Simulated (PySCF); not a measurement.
Consider C4H4O4P (charge −1).

Input

```
{"job": {"kind": "nmr", "xc": "PBE0", "basis": "pcSseg-1"}, "charge": -1, "multiplicity": 1}
O      2.022020     1.516383    -0.843108
P      1.702328     0.077412    -0.617564
O      2.060059    -0.973183    -1.598021
O      2.348378    -0.329893     0.871186
C     -0.078125    -0.092574    -0.187956
C     -0.970333     0.881876     0.331249
C     -2.178923     0.274679     0.442251
O     -2.109831    -1.010585     0.028831
C     -0.825699    -1.211197    -0.352214
H      2.448308     0.528601     1.276894
H     -0.724453     1.897196     0.570591
H     -3.137279     0.622558     0.781977
H     -0.560837    -2.180786    -0.721844
```

Run with:

```sh
OMP_NUM_THREADS=1 python probes_run.py task.json out
```

Geometry: GFN2-xTB.

The calculation used PySCF 2.14.0, PBE0/pcSseg-1, SCF density, gas phase, non-relativistic.

What can the converged electron density and electron localisation function tell about the bonding?

Answer. C–O (1.35 Å): the density is about 2.4 e/Å³ at the midpoint; the ELF peaks at about 0.90 between the atoms: a polar covalent bond.
C–C (1.36 Å): the density is about 2.2 e/Å³ at the midpoint; the ELF peaks at about 0.95 between the atoms: localised, covalent bonding.
C–P (1.84 Å): ρ is about 1.2 e/Å³ halfway; the ELF peaks at about 0.95 between the atoms: a covalent bond.
C–C (1.42 Å): ρ is about 1.9 e/Å³ halfway; the ELF peaks at about 0.95 between the atoms; localised, covalent bonding.

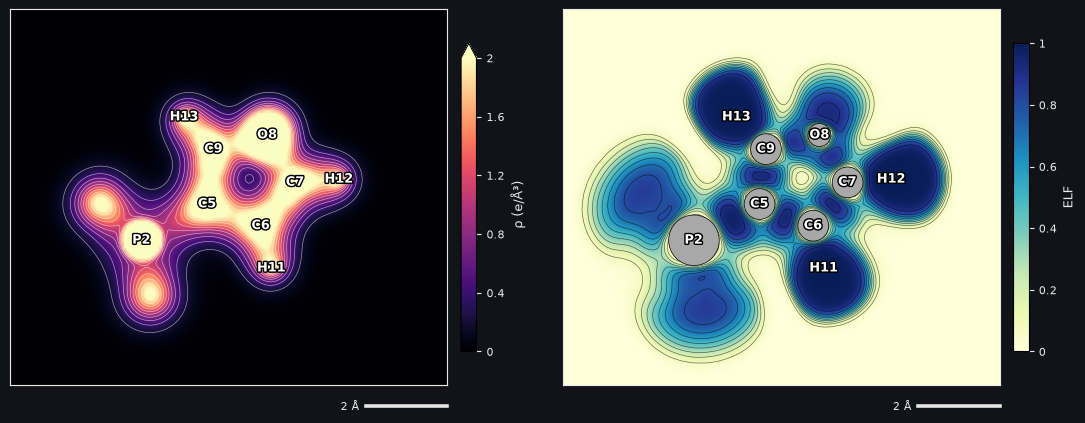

Computed electron density and electron localisation function on the plane of atoms C6, C7 and H12, in this order. Grey discs cover the atomic cores in the ELF map. 
